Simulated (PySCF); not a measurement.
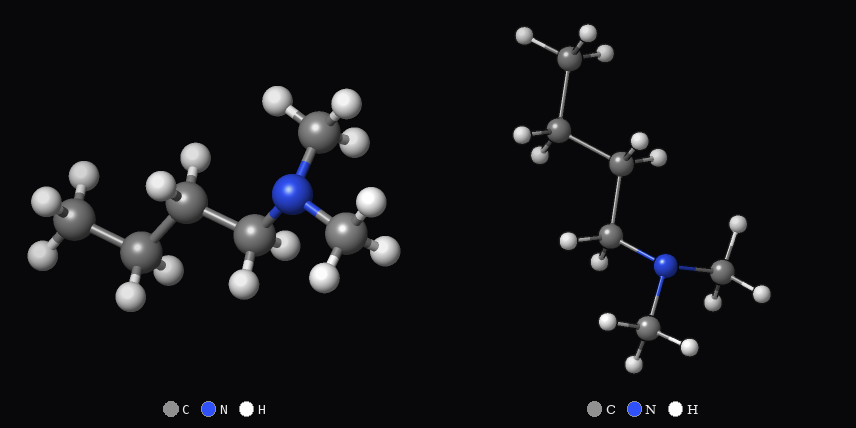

Both panels show the same species.

The computed structure is the end point of a GFN2-xTB optimisation. No frequency run is at hand to confirm it as a minimum.

What does the picture show?

It has 22 atoms: 6 carbon, 15 hydrogen and 1 nitrogen (C₆H₁₅N). SMILES: `CCCCN(C)C`. It has no ring. Among its groups: tertiary amine. Coordination: 6 C tetrahedral; 1 N trigonal pyramidal.

The parts below concern this one geometry. Atoms keep their numbers from picture to picture.

## Shape

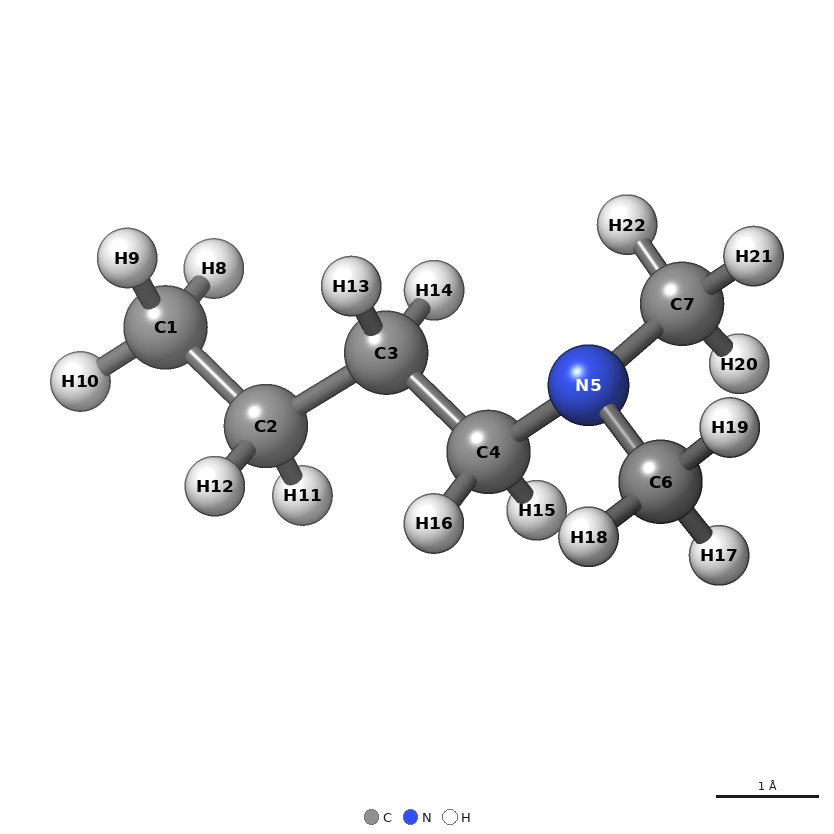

No frequency run is at hand to confirm it as a minimum.

Which atoms are bonded, and how long are the bonds? Leave out bonds to hydrogen.

```json
{"bond": "C1–C2", "length (Å)": "1.524", "order": "single"}
{"bond": "C2–C3", "length (Å)": "1.527", "order": "single"}
{"bond": "C3–C4", "length (Å)": "1.528", "order": "single"}
{"bond": "C4–N5", "length (Å)": "1.454", "order": "single"}
{"bond": "N5–C6", "length (Å)": "1.448", "order": "single"}
{"bond": "N5–C7", "length (Å)": "1.448", "order": "single"}
```

## Electronic properties

No frequency run is at hand to confirm it as a minimum. Properties computed with PBE0/def2-SVPD, gas phase (PySCF 2.14.0). Excitations: vertical, linear response.

Computed properties:

- dipole moment: 0.53 D
- HOMO energy (Kohn–Sham orbital): −6.12 eV
- LUMO energy (Kohn–Sham orbital): 0.80 eV
- HOMO–LUMO gap: 6.92 eV
- mean static polarisability: 85.5 bohr³
- lowest vertical singlet excitation: 5.85 eV
- its oscillator strength: 0.024
- brightest of the 6 lowest singlets: 6.89 eV
- its oscillator strength: 0.05

## Charges

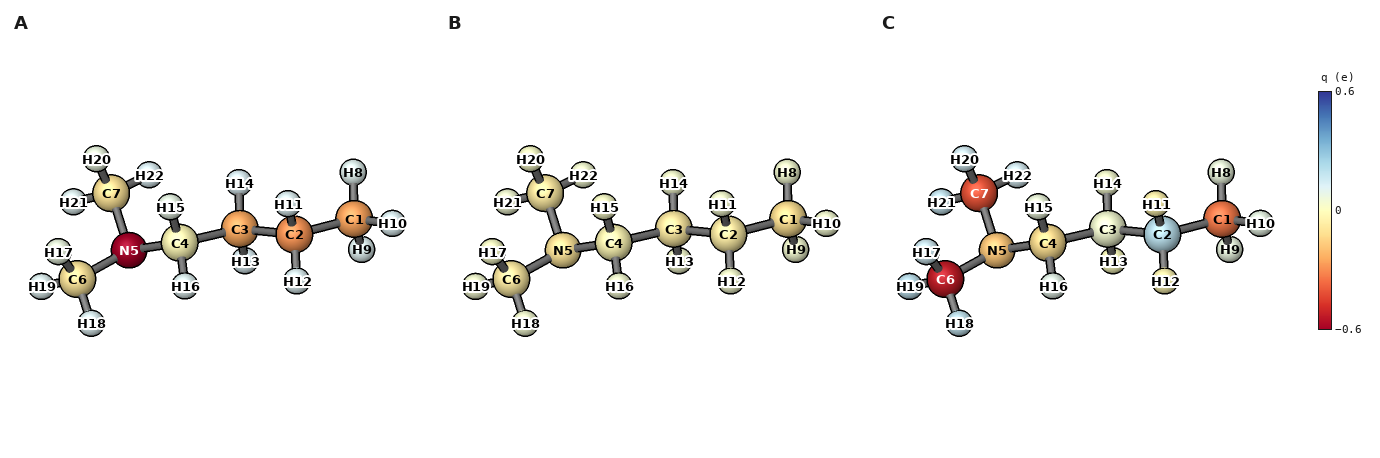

Atomic charges of one calculation by 3 schemes, on one colour scale. No frequency run is at hand to confirm it as a minimum. Computed with PBE0/pcSseg-1 (PySCF 2.14.0).

> The schemes are ESP-fitted, Hirshfeld, Mulliken. Which panel shows which?

A Mulliken, B Hirshfeld, C ESP-fitted.

List the charges (e), one line for each set of equivalent atoms.

| atom | Mulliken | Hirshfeld | ESP-fitted |
| --- | --- | --- | --- |
| C1 | −0.25 | −0.12 | −0.33 |
| C2 | −0.28 | −0.06 | 0.20 |
| C3 | −0.25 | −0.07 | 0.04 |
| C4 | −0.02 | −0.03 | −0.11 |
| N5 | −0.60 | −0.10 | −0.18 |
| C6 | −0.09 | −0.07 | −0.53 |
| C7 | −0.10 | −0.07 | −0.41 |
| H8 | 0.11 | 0.04 | 0.07 |
| H9 | 0.11 | 0.04 | 0.07 |
| H10 | 0.11 | 0.04 | 0.08 |
| H11 | 0.11 | 0.03 | −0.05 |
| H12 | 0.11 | 0.04 | −0.03 |
| H13 | 0.12 | 0.03 | 0.00 |
| H14 | 0.12 | 0.03 | 0.04 |
| H15 | 0.08 | 0.02 | 0.06 |
| H16 | 0.11 | 0.04 | 0.09 |
| H17 | 0.07 | 0.02 | 0.15 |
| H18 | 0.11 | 0.04 | 0.19 |
| H19 | 0.11 | 0.04 | 0.20 |
| H20 | 0.07 | 0.02 | 0.14 |
| H21 | 0.11 | 0.04 | 0.17 |
| H22 | 0.12 | 0.04 | 0.13 |

## Quadrupole coupling

No frequency run is at hand to confirm it as a minimum. Electric field gradients from the ground-state density, PBE0/pcSseg-1 (PySCF 2.14.0), non-relativistic apart from any core potentials.

Give the largest field-gradient component, the quadrupole coupling constant and the asymmetry for 14N at N5 (Q = 20.44 mb), 2H at H8 (Q = 2.86 mb), 2H at H9 (Q = 2.86 mb), 2H at H10 (Q = 2.86 mb), 2H at H11 (Q = 2.86 mb).

```csv
atom,V_zz (a.u.),e²qQ/h (MHz),η
N5,−1.276,−6.13,0.01
H8,0.315,0.211,0.02
H9,0.315,0.211,0.02
H10,0.316,0.213,0.01
H11,0.303,0.204,0.02
```

Mulliken values depend strongly on the basis set and can even reverse the polarity of a bond.
